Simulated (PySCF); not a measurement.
C$_{4}$H$_{10}$OSSi

```yaml
atoms:
  - { symbol: C, position_ang: [-3.3957, -0.4402, 0.3630] }
  - { symbol: C, position_ang: [-2.0965, -0.6820, 0.3082] }
  - { symbol: Si, position_ang: [-0.8278, 0.5640, -0.2827] }
  - { symbol: S, position_ang: [-0.7909, 2.3533, 0.9429] }
  - { symbol: O, position_ang: [0.5545, -0.2556, -0.1126] }
  - { symbol: C, position_ang: [1.8833, 0.1871, -0.2159] }
  - { symbol: C, position_ang: [2.7896, -0.7425, 0.5747] }
  - { symbol: H, position_ang: [-3.8059, 0.5141, 0.0753] }
  - { symbol: H, position_ang: [-4.1089, -1.1765, 0.7002] }
  - { symbol: H, position_ang: [-1.7296, -1.6553, 0.6079] }
  - { symbol: H, position_ang: [-1.0410, 1.1260, -1.6102] }
  - { symbol: H, position_ang: [-0.5943, 1.7274, 2.0944] }
  - { symbol: H, position_ang: [2.1676, 0.1914, -1.2744] }
  - { symbol: H, position_ang: [1.9611, 1.2127, 0.1638] }
  - { symbol: H, position_ang: [2.5149, -0.7261, 1.6262] }
  - { symbol: H, position_ang: [2.6892, -1.7599, 0.2059] }
  - { symbol: H, position_ang: [3.8235, -0.4258, 0.4729] }
```

Geometry: GFN2-xTB.

Theory: PySCF 2.14.0, PBE0/pcSseg-1, SCF density, gas phase, non-relativistic.

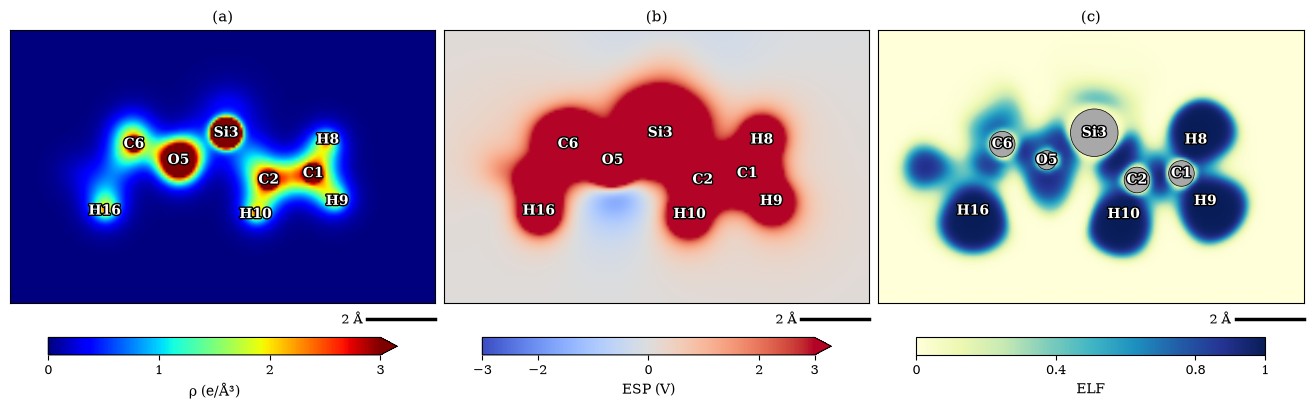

Figure 1. (a) total electron density; (b) electrostatic potential; (c) ELF on the plane of atoms C2, C1 and H9. Grey discs cover the atomic cores in the ELF map.

> What does the map show?

- The section cuts through C, Si, O and H sites.
- C–C (1.32 Å): ρ at the midpoint is about 2.3 e/Å³; the ELF peaks at about 0.95 between the atoms (a short, multiple covalent bond).
- C–O (1.40 Å): ρ at the midpoint is about 2 e/Å³, with its minimum of 1.7 e/Å³ about 0.5 Å from C; the ELF peaks at about 0.90 between the atoms, as expected for a polar covalent bond.
- Si–O (1.62 Å): ρ is about 1.2 e/Å³ halfway; the ELF peaks at about 0.85 between the atoms; a short, strongly polar bond.
- C–Si (1.87 Å): the density is about 0.97 e/Å³ at the midpoint; the ELF peaks at about 0.95 between the atoms, as expected for a shared electron pair.
- C–H (1.08 Å): ρ at the midpoint is about 2 e/Å³; the ELF climbs to about 1 towards the hydrogen, as it does in any bond to H: an ordinary covalent bond to hydrogen.
- The ELF also peaks beside O5, away from the bonds: lone-pair regions.
- Outside the dense part of the molecule the potential is most negative (−1.6 V) near O5.

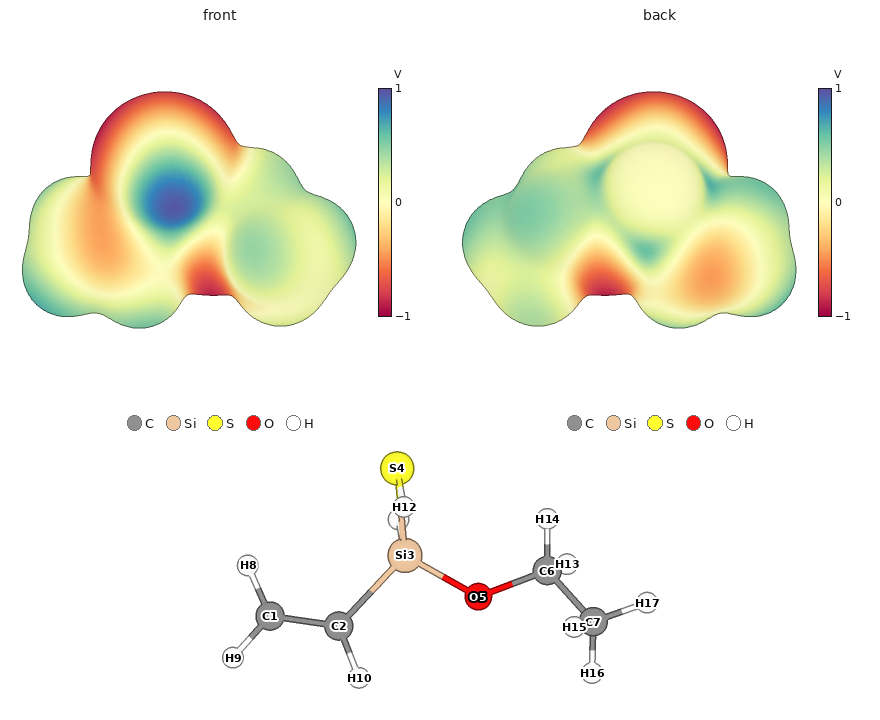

Figure 2. The electrostatic potential painted on the density surface at 0.001 e/bohr³, seen from the front and from behind; the colour scale runs from red (negative) to blue (positive). The bare structure is drawn below in the same view.

> Describe the electrostatic potential map.

The most negative region (about −0.9 V, or −21 kcal/mol for a unit charge) lies over S4 and O5, the most positive (about +0.9 V, or +21 kcal/mol for a unit charge) over H12.

> What dipole moment does the calculation give?

Its dipole moment is 1.37 D.
